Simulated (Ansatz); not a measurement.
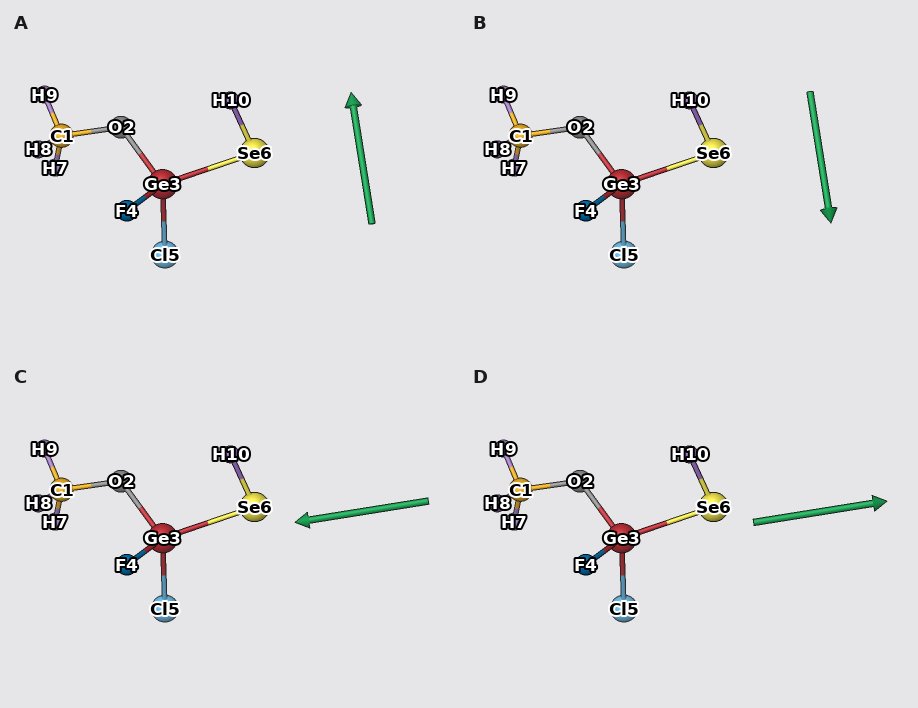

The same molecule four times, each with an arrow. The geometry was computed by an optimisation with PBE0-D4/def2-TZVP. No frequency run is at hand to confirm it as a minimum. Level of theory: RKS r2SCAN-D4/def2-TZVPP (Ansatz 0.2.0).

> Which arrow points along the dipole moment, from the negative to the positive end?

A. The dipole moment is 1.58 D; it points from the side of Cl5 to the side of H9 (the outermost atoms at the two ends).
